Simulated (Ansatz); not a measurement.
Zr6GeRu

```yaml
crystal:
  lattice:
    - [6.06853, 0.00000, 0.00000]
    - [-3.03426, 5.25550, 0.00000]
    - [0.00000, 0.00000, 5.11584]
  atoms:
    - { symbol: Zr, position: [0.99114, 0.49557, 0.50000] }
    - { symbol: Zr, position: [0.50443, 0.49557, 0.50000] }
    - { symbol: Zr, position: [0.50443, 0.00886, 0.50000] }
    - { symbol: Zr, position: [0.67831, 0.83916, 0.00000] }
    - { symbol: Zr, position: [0.16084, 0.83916, 0.00000] }
    - { symbol: Zr, position: [0.16084, 0.32169, 0.00000] }
    - { symbol: Ge, position: [0.66667, 0.33333, 0.00000] }
    - { symbol: Ru, position: [0.00000, 0.00000, 0.50000] }
```

Space group P-6m2; a structure from a database of computed crystals, not necessarily the ambient phase; a generated structure, not necessarily the stable one; computed without spin polarisation.

Computed with Ansatz, DFT PBE, scalar-relativistic, plane waves, PAW.

Q: What will maps of the valence pseudo-density and electron localisation function show?

A: Zr–Zr (2.93 Å): ρ at the midpoint is about 0.24 e/Å³; the ELF is about 0.20 at the midpoint: no shared electron pair shows on this line.
Zr–Ru (3.03 Å): the density is about 0.24 e/Å³ at the midpoint; the ELF is about 0.30 at the midpoint (no localised pair shows between them).
Zr–Ge (3.03 Å): the density is about 0.18 e/Å³ at the midpoint; the ELF peaks at about 0.55 in the valence shell of Ge, 1.3 Å from its nucleus, and is about 0.25 at the midpoint (no shared electron pair shows on this line).
The ELF has a maximum of about 0.70 in the space between the atoms, 2.2 Å from six Zr atoms, on no atom or two-centre bond.

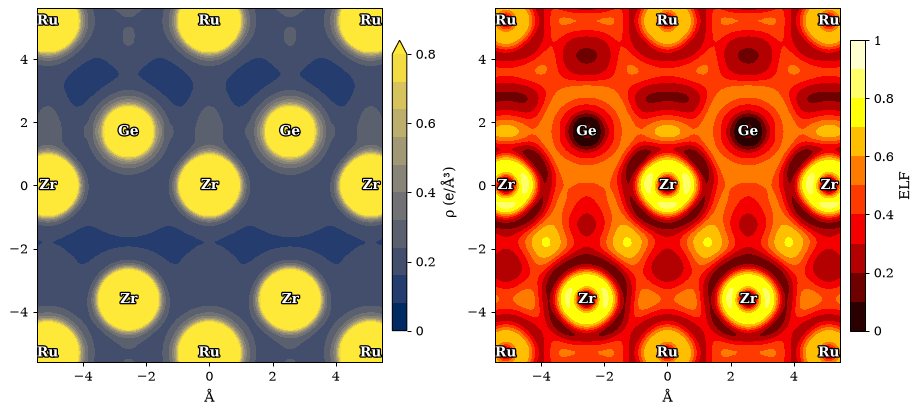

Computed valence pseudo-density and electron localisation function on the (110) plane of the conventional cell, in this order. 

In a PAW calculation such maps are meaningful between the atoms, not at the nuclei.
